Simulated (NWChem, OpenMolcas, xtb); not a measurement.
# CH7BNP (SMILES CB(N)P): the dipole moment, rung by rung

CH7BNP has 11 atoms, charge 0, and is taken as a singlet. As SMILES, `CB(N)P`. The coordinates come from a PBE0-D4/def2-TZVP relaxation. This is one conformer, not always the lowest.

```xyz
11

C    -1.0932    0.9226   -0.1280
B     0.0029   -0.1798    0.1119
N     0.4271   -0.4959    1.4014
P     0.6709   -1.2049   -1.3891
H    -1.9035    0.5532   -0.7637
H    -1.5370    1.2993    0.7983
H    -0.6596    1.7766   -0.6592
H     1.1341   -1.1792    1.6110
H     0.0433   -0.0498    2.2184
H     2.0072   -1.3933   -0.9488
H     0.9733   -0.1057   -2.2314
```

Quantity: the dipole moment, in D. The values are calculated.

| level | kind | program | value (D) |
| --- | --- | --- | --- |
| GFN0-xTB | semi-empirical | xtb | 2.60 |
| HF/def2-SVP | Hartree–Fock | NWChem | 2.48 |
| SVWN5/def2-SVP | LDA | OpenMolcas | 2.55 |
| BLYP/def2-SVP | GGA | OpenMolcas | 2.46 |
| revPBE/def2-SVP | GGA | OpenMolcas | 2.54 |
| TPSS/def2-SVP | meta-GGA | OpenMolcas | 2.59 |
| B3LYP/def2-SVP | global hybrid | OpenMolcas | 2.47 |
| PBE0/def2-SVP | global hybrid | OpenMolcas | 2.55 |

The values span 2.46 to 2.60 D. Magnitudes only.

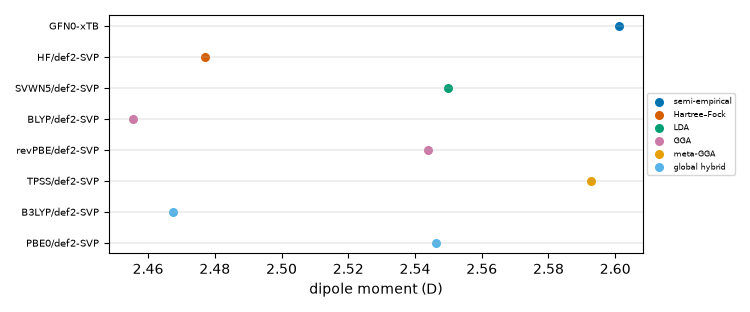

The values of the table, level by level.
